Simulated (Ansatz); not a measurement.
**GaSiH4F (SMILES [F][GaH][SiH3]) at B2PLYP/def2-SVP**

Aim: the vertical singlet–triplet gap of GaSiH4F at B2PLYP/def2-SVP, from 2 runs. 

Program for the calculation: Ansatz 0.2.0.

64 further runs of the same task are left out: 64 set aside as unsound or not needed.

### Step 1. The system as given

The species is GaSiH4F (7 atoms), meant as a singlet with charge 0. As SMILES, `[F][GaH][SiH3]`. Geometry: relaxed at PBE0-D4/def2-TZVP.

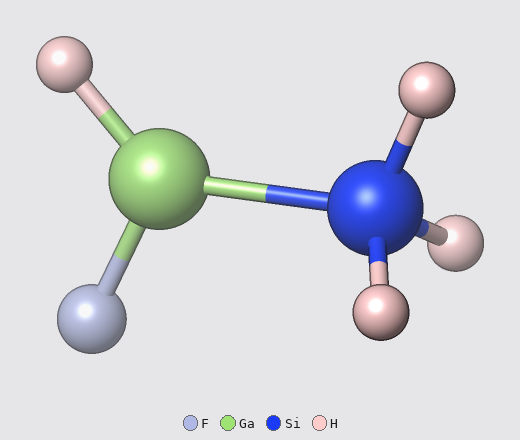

Viewed from a chosen angle; fluorine light blue, gallium green, silicon blue, hydrogen pink.

### Step 2. The energy at B2PLYP/def2-SVP

File run.yaml:

```yaml
crystal:
  periodic: [false, false, false]
  atoms:
    - {symbol: F, position_ang: [0.231600, -2.152100, 1.342200]}
    - {symbol: Ga, position_ang: [0.019100, -0.400000, 1.279300]}
    - {symbol: Si, position_ang: [-0.029700, 0.450800, -0.970800]}
    - {symbol: H, position_ang: [-0.096900, 0.235400, 2.704700]}
    - {symbol: H, position_ang: [-1.196100, -0.125700, -1.691600]}
    - {symbol: H, position_ang: [-0.144400, 1.933400, -0.983000]}
    - {symbol: H, position_ang: [1.216400, 0.058100, -1.680800]}
basis:
  gaussian:
    orbitals: def2-SVP
hamiltonian:
  xc: {name: B2PLYP}
correlation:
  frozen_orbitals: {F: 1, Ga: 9, H: 0, Si: 5}
output:
  orbitals: {seedname: orbitals}
accuracy: high
```

On the command line:

```sh
$ ansatz run run.yaml --threads 1 --pin off --max-ram 3480MiB --events-out events.jsonl --progress --plain --runs-dir runs
```

The log of the run:

```text
Warning: RAYON_NUM_THREADS=1 ignored (pool sized by the plan → 1); use --threads N
Functional definition: B2PLYP
  name "B2PLYP"
  parameter a = 0.53
  parameter c = 0.27
  exchange = (1 - a)*b88_x + a*exact_x
  correlation = (1 - c)*lyp_c + c*(mp2_os + mp2_ss)
1714 factors; integrals over basis functions are off by at most 6.6e-9 eV
mean field evaluation 1: about -63004.4801 eV, gradient 3.6e1 eV
mean field evaluation 2: about -63004.6333 eV, gradient 3.6e1 eV
mean field evaluation 4: about -63006.8579 eV, gradient 1.6e0 eV
mean field evaluation 8: about -63006.8743 eV, gradient 1.6e-1 eV
mean field evaluation 16: about -63006.8744 eV, gradient 5.2e-5 eV
mean field -63006.87439213 eV, -2315.4599263173 hartree, gradient 9.1e-8 eV, S^2 0.000000; 0 other end points of the search recorded, 0 dependent functions left out
15 core orbitals not correlated: weight in the atoms' cores, before any rotation towards them, 1.000 or more for the frozen orbitals, at most 0.000 for the correlated occupied ones
reference -63006.87441863 eV, -2315.4599272913 hartree; 14, 14 occupied and 55, 55 virtual orbitals, 1714 factors
second order -16.77744354 eV of doubles, -0.00000000 eV of singles
Total energy: -63011.40432839 eV, -2315.6263984043 hartree
```

Run time: 11 s. Hardware: 1 thread of Arm Neoverse V1, shared host; peak memory 0.27 GiB.

### Step 3. The triplet, same level

File in.yaml:

```yaml
basis:
  gaussian:
    orbitals: def2-SVP
crystal:
  periodic: [false, false, false]
  atoms:
    - symbol: F
      position_ang: [0.231600, -2.152100, 1.342200]
    - symbol: Ga
      position_ang: [0.019100, -0.400000, 1.279300]
    - symbol: Si
      position_ang: [-0.029700, 0.450800, -0.970800]
    - symbol: H
      position_ang: [-0.096900, 0.235400, 2.704700]
    - symbol: H
      position_ang: [-1.196100, -0.125700, -1.691600]
    - symbol: H
      position_ang: [-0.144400, 1.933400, -0.983000]
    - symbol: H
      position_ang: [1.216400, 0.058100, -1.680800]
magnetization:
  spin_polarized: true
  initial_magnetization: 2
hamiltonian:
  xc: {name: B2PLYP}
correlation:
  frozen_orbitals: {F: 1, Ga: 9, H: 0, Si: 5}
accuracy: high
output: {orbitals: {seedname: orbitals}}
```

On the command line:

```sh
$ ansatz run in.yaml --threads 1 --pin off --max-ram 3480MiB --events-out events.jsonl --progress --plain --runs-dir runs
```

The log of the run, shortened:

```text
Warning: RAYON_NUM_THREADS=1 ignored (pool sized by the plan → 1); use --threads N
[... 2 set-up lines as earlier in the session ...]
[...]
1714 factors; integrals over basis functions are off by at most 6.6e-9 eV
[...]
mean field -63002.49795449 eV, -2315.2990952007 hartree, gradient 6.0e-8 eV, S^2 2.008002; 0 other end points of the search recorded, 0 dependent functions left out
15 core orbitals not correlated: weight in the atoms' cores, before any rotation towards them, 1.000 or more for the frozen orbitals, at most 0.000 for the correlated occupied ones
reference -63002.49798086 eV, -2315.2990961697 hartree; 15, 13 occupied and 54, 56 virtual orbitals, 1714 factors
second order -16.76555718 eV of doubles, -0.00000000 eV of singles
Total energy: -63007.02468130 eV, -2315.4654493424 hartree
```

Wall time 18 s (1 thread of Arm Neoverse V1, shared host); peak memory 0.41 GiB.

### Step 4. Summary of results

Level: B2PLYP/def2-SVP, 15 core orbitals frozen.

```
                                                         quantity           value
                                            singlet: total energy  -2315.62640 Eh
                       singlet: HOMO energy (SCF part's orbitals)        -9.00 eV
                       singlet: LUMO energy (SCF part's orbitals)        -0.85 eV
                     singlet: HOMO–LUMO gap (SCF part's orbitals)         8.15 eV
                                            triplet: total energy  -2315.46545 Eh
triplet: HOMO energy (SCF part's orbitals) (highest over α and β)        -4.63 eV
                                                    triplet: ⟨S²⟩           2.008
                 vertical energy of the triplet above the singlet        4.380 eV
```

In words: At this shape the triplet lies 4.38 eV (423 kJ/mol) above the singlet.
